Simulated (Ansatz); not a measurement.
Li₂LuSe₂Cl (space group P4/mmm, No. 123): the end point of a relaxation with DFT PBE, scalar-relativistic, plane waves, PAW (Ansatz); the starting structure was generated, so it need not be a known form of this composition.

```
CELL_PARAMETERS angstrom
5.77810 0.00000 0.00000
0.00000 5.77810 0.00000
0.00000 0.00000 5.21316
ATOMIC_POSITIONS crystal
Li 0.00000 0.50000 0.50000
Li 0.50000 0.00000 0.50000
Lu 0.50000 0.50000 0.50000
Se 0.00000 0.00000 0.50000
Se 0.00000 0.00000 0.00000
Cl 0.50000 0.50000 0.00000
```

Bonds are taken as Cl–Lu below 2.9 Å, Li–Lu below 3.3 Å, Li–Se below 3.3 Å and Se–Se below 2.9 Å. Simplification: prune 0- and 1-connected atoms, fold 2-connected ones into links.

Derive the underlying net.

The result is a binodal (4,6)-connected, three-periodic net: Li is a 4-connected node; Lu and Se(1b) are 6-connected nodes, in the ratio 1:1. Se(1a) and Cl become part of the edges. It is a single net, without interpenetration.

| node | links | point symbol | coordination sequence |
| --- | --- | --- | --- |
| Li | 4 | 4^4.6^2 | 4 16 38 66 102 146 198 258 |
| Lu and Se(1b) | 6 | 4^4.6^10.8 | 6 18 38 66 102 146 198 258 |

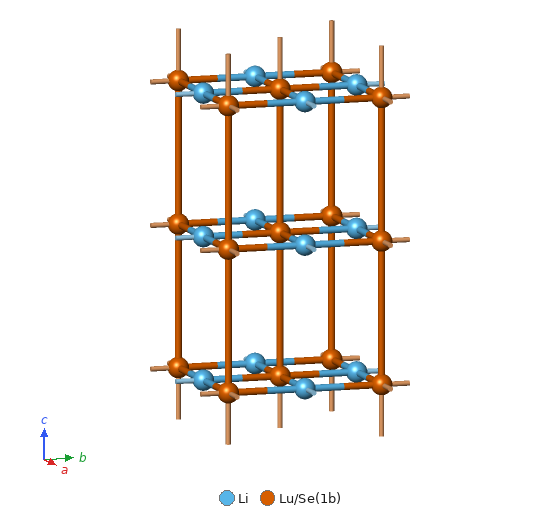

Nodes are coloured by topological kind. Short stubs are edges that leave the cut-out.
